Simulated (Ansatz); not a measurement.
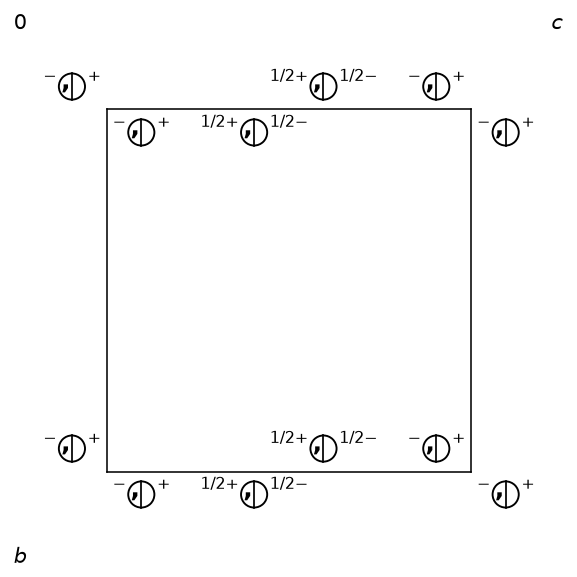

General positions of a space group, projected down a, computed from the operations of a computed or model structure of composition SiN, which need not be its known form.

A circle is a general position, a comma marks the mirror image, + and − with a fraction give the height (along the projection axis: ½+ is ½ plus the coordinate, − is its negative), and a split circle stands for two positions above each other.

> Identify the space group.

No. 53, Pmna; primitive orthorhombic, point group mmm, 8 general positions a cell.

> Write the general positions (in any order).

x, y, z
−x, −y, −z
−x+1/2, −y, z+1/2
x+1/2, y, −z+1/2
x, −y, −z
−x, y, z
−x+1/2, y, −z+1/2
x+1/2, −y, z+1/2
